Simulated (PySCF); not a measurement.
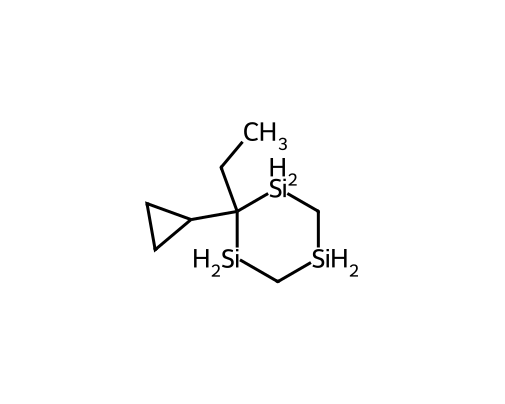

The computed structure is the end point of a PBE0-D3(BJ)/def2-SVP optimisation. No frequency run is at hand to confirm it as a minimum. Properties computed with PBE0/pcSseg-1, gas phase (PySCF 2.14.0).

Give the HOMO–LUMO gap at this level.

Answer. 7.69 eV.

What is the HOMO energy (Kohn–Sham orbital)?

Answer. −7.23 eV.

Estimate the dipole moment.

Answer. 1.24 D.
